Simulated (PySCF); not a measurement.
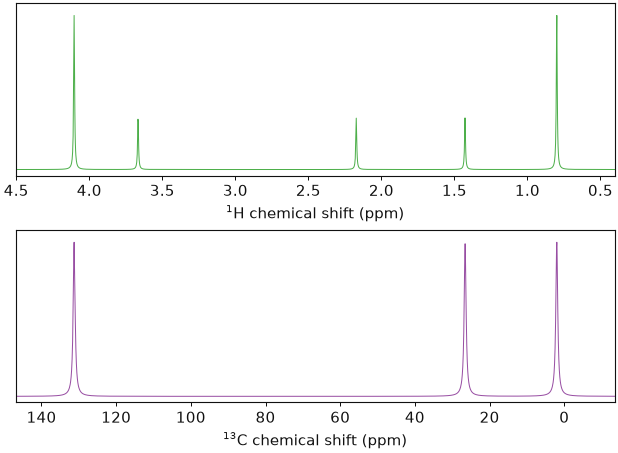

GIAO shifts, PBE0/pcSseg-1 (IEF-PCM acetonitrile) in PySCF 2.14.0, at a PBE0-D3(BJ)/def2-SVP geometry (no frequency check), against TMS for ¹H and TMS for ¹³C computed at the same level. fully decoupled, line heights follow the number of nuclei, widths are arbitrary (no quadrupolar broadening); values of one conformer, averaged over methyl-type rotors and exact or near symmetry.

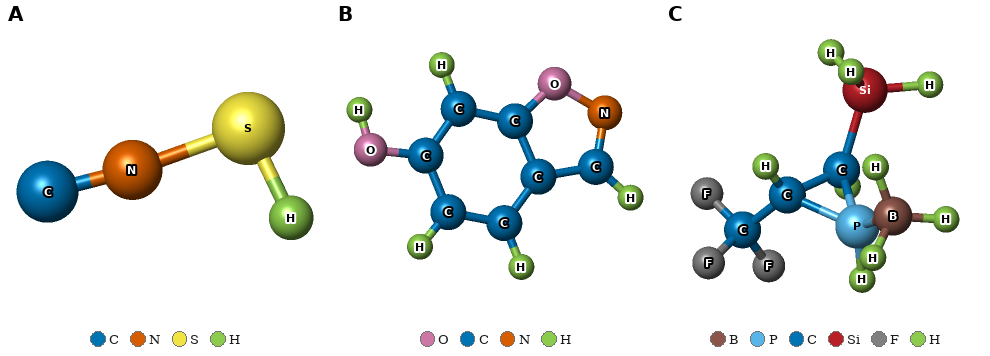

Which molecule was computed? The candidates are drawn in the second picture.

Structure C, C₃H₉BF₃PSi, SMILES [BH3-][P@@H+]1[C@H]([SiH3])[C@H]1C(F)(F)F. Its ¹H signals: 4.10 (3 H), 3.67 (1 H), 2.17 (1 H), 1.43 (1 H), 0.80 (3 H) ppm. Its ¹³C signals: 131.3 (1 C), 26.5 (1 C), 2.0 (1 C) ppm.
